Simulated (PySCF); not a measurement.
# Geometry relaxation of C2H2BI

- system: C2H2BI
- method: PBE0-D3(BJ)/def2-SVP geometry optimisation, gas phase (PySCF 2.14.0)

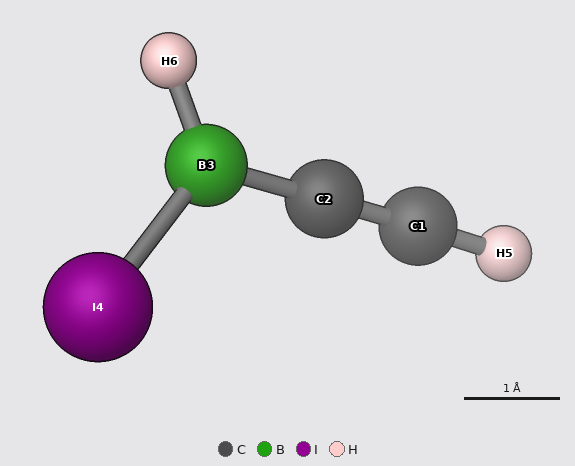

Figure 1. The structure as given in the input (ball-and-stick view, seen at a tilt; atoms are numbered from 1 in the order of the input).

### Results in brief

| quantity | value |
| --- | --- |
| outcome | converged |
| total energy | −399.725431 hartree |
| dipole moment | 1.48 D |
| point group | Cs |
| hardware | 1 CPU thread, shared host |
| wall time | 20 s |
| peak memory | 0.34 GiB |

### The input
```
{"job": {"xc": "PBE0", "basis": "def2-SVP", "d3": "d3bj", "grid": 1, "maxiter": 30, "shake": 0.01, "kind": "geom"}, "charge": 0, "multiplicity": 1}
C     -1.626320    -0.002920    -0.163650
C     -0.462990    -0.101680    -0.004780
B      0.998850    -0.219420     0.186150
I      2.316220     1.336690    -0.446130
H     -2.688000     0.112230    -0.315770
H      1.486410    -1.154910     0.699510
```

The first line tells a small driver script what to run in PySCF; the rest is the geometry in Å.

Launched with:
```bash
OMP_NUM_THREADS=1 python <driver script> task.json out
```

### What the program printed
```
step   0  E = -399.72084422  max force = 0.096565
step   1  E = -399.72353315  max force = 0.010702
step   2  E = -399.72384436  max force = 0.013571
step   3  E = -399.72505266  max force = 0.004693
step   4  E = -399.72508540  max force = 0.002592
step   5  E = -399.72528822  max force = 0.001944
step   6  E = -399.72539332  max force = 0.001333
step   7  E = -399.72542548  max force = 0.000521
step   8  E = -399.72543110  max force = 0.000168
optimisation converged
```

### Trajectory as extended XYZ (Å, eV, eV/Å), 9 frames, from step=0 to step=8
```
6
Properties=species:S:1:pos:R:3:forces:R:3 step=0 energy=-10876.95819
C    -1.6263   -0.0029   -0.1636   -4.9656   0.4579  -0.6747
C    -0.4630   -0.1017   -0.0048    3.9957  -0.2016   0.4445
B     0.9989   -0.2194    0.1862    0.5785   0.5435  -0.1649
I     2.3162    1.3367   -0.4461   -0.1658  -0.1644   0.0589
H    -2.6880    0.1122   -0.3158    0.1315  -0.0602   0.0314
H     1.4864   -1.1549    0.6995    0.4256  -0.5752   0.3048
6
Properties=species:S:1:pos:R:3:forces:R:3 step=1 energy=-10877.03136
C    -1.5943   -0.0519   -0.4438    0.4854  -0.1521  -0.1359
C    -0.3915   -0.1607   -0.2466   -0.4319   0.2386  -0.0414
B     1.0460   -0.1973    0.1808   -0.1093  -0.1414   0.5503
I     1.9501    1.6001    0.8489    0.0882   0.0083  -0.1388
H    -2.6435    0.0221   -0.6544   -0.1411   0.0101   0.0206
H     1.6490   -1.2174    0.3868    0.1087   0.0365  -0.2548
6
Properties=species:S:1:pos:R:3:forces:R:3 step=2 energy=-10877.03983
C    -1.6080   -0.0620   -0.4509    0.0718  -0.1083  -0.1501
C    -0.4230   -0.1521   -0.1711   -0.1852   0.2422   0.4635
B     0.9939   -0.1910    0.3289    0.2915  -0.0784  -0.6978
I     2.0341    1.5925    0.8094   -0.1104  -0.0100   0.1282
H    -2.6466   -0.0046   -0.7262   -0.0032   0.0039   0.0028
H     1.6653   -1.1880    0.2817   -0.0645  -0.0495   0.2535
6
Properties=species:S:1:pos:R:3:forces:R:3 step=3 energy=-10877.07271
C    -1.6092   -0.0626   -0.4524    0.0128  -0.0886  -0.1457
C    -0.4205   -0.1372   -0.1865   -0.0482   0.2221   0.2413
B     1.0116   -0.1778    0.2698    0.1011  -0.1703  -0.1528
I     2.0370    1.5872    0.8341   -0.0651   0.0149   0.0080
H    -2.6530   -0.0182   -0.7124    0.0209   0.0096   0.0217
H     1.6499   -1.1965    0.3190   -0.0215   0.0124   0.0275
6
Properties=species:S:1:pos:R:3:forces:R:3 step=4 energy=-10877.07360
C    -1.5962   -0.0466   -0.4503   -0.0075  -0.0632  -0.1064
C    -0.4109   -0.1292   -0.1739   -0.0284  -0.0821   0.0789
B     1.0278   -0.2095    0.2546   -0.0941   0.0588   0.0210
I     1.9676    1.5978    0.8255    0.1333   0.0332   0.0292
H    -2.6386    0.0080   -0.7117    0.0033   0.0274   0.0179
H     1.6659   -1.2257    0.3275   -0.0066   0.0259  -0.0406
6
Properties=species:S:1:pos:R:3:forces:R:3 step=5 energy=-10877.07912
C    -1.6022   -0.0541   -0.4534    0.0064  -0.0580  -0.0932
C    -0.4180   -0.1255   -0.1689   -0.0099   0.0093   0.0999
B     1.0212   -0.1955    0.2606   -0.0420   0.0163  -0.0068
I     2.0029    1.5918    0.8324    0.0450   0.0059   0.0095
H    -2.6435   -0.0071   -0.7201   -0.0005   0.0210   0.0134
H     1.6551   -1.2147    0.3211    0.0009   0.0054  -0.0227
6
Properties=species:S:1:pos:R:3:forces:R:3 step=6 energy=-10877.08198
C    -1.6056   -0.0607   -0.4595   -0.0008  -0.0336  -0.0562
C    -0.4261   -0.1166   -0.1534    0.0056   0.0378   0.0686
B     1.0152   -0.1844    0.2687   -0.0022  -0.0069  -0.0075
I     2.0324    1.5837    0.8415   -0.0067  -0.0026   0.0007
H    -2.6441   -0.0199   -0.7378    0.0000   0.0135   0.0057
H     1.6439   -1.2073    0.3122    0.0041  -0.0082  -0.0112
6
Properties=species:S:1:pos:R:3:forces:R:3 step=7 energy=-10877.08286
C    -1.6054   -0.0630   -0.4655   -0.0018  -0.0097  -0.0200
C    -0.4308   -0.1100   -0.1393    0.0044   0.0185   0.0268
B     1.0118   -0.1818    0.2763    0.0133  -0.0042  -0.0068
I     2.0427    1.5786    0.8493   -0.0169  -0.0058   0.0032
H    -2.6409   -0.0221   -0.7549    0.0003   0.0074  -0.0009
H     1.6382   -1.2069    0.3057    0.0007  -0.0062  -0.0023
6
Properties=species:S:1:pos:R:3:forces:R:3 step=8 energy=-10877.08301
C    -1.6037   -0.0622   -0.4704   -0.0001   0.0033  -0.0012
C    -0.4321   -0.1079   -0.1332    0.0005  -0.0021   0.0008
B     1.0108   -0.1835    0.2806    0.0080   0.0011  -0.0030
I     2.0415    1.5757    0.8564   -0.0087  -0.0034   0.0069
H    -2.6372   -0.0178   -0.7662    0.0008   0.0033  -0.0036
H     1.6364   -1.2094    0.3044   -0.0006  -0.0022   0.0000
```

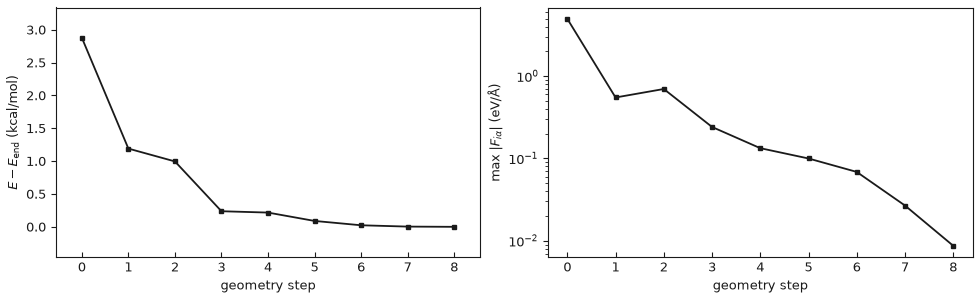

Figure 2. Progress of the relaxation, step by step (steps are counted from 0).

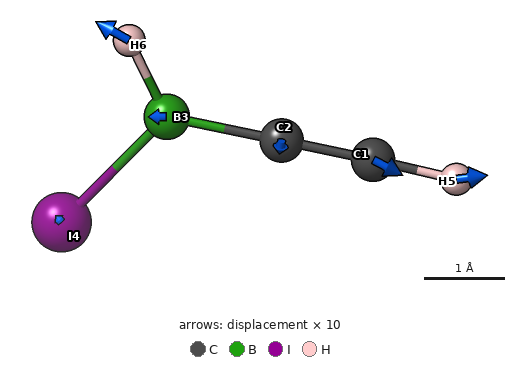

Figure 3. The starting structure with the displacements as blue arrows, magnified 10 times (ball-and-stick view, seen at a tilt). The two geometries are laid on each other by the best rigid fit. H6 moves most after the best rigid fit: 0.050 Å. Largest moves by element: H 0.050 Å, C 0.044 Å, B 0.025 Å, I 0.012 Å. Among the contacts that change: C1–C2 1.178 → 1.220 Å, B3–H6 1.173 → 1.202 Å, C2–B3 1.479 → 1.503 Å, B3–I4 2.135 → 2.119 Å. After 8 geometry steps the energy has fallen by 2.88 kcal/mol. The largest force component goes from 5 to 0.0087 eV/Å. (Atoms are counted from 1 in the order of the input.)
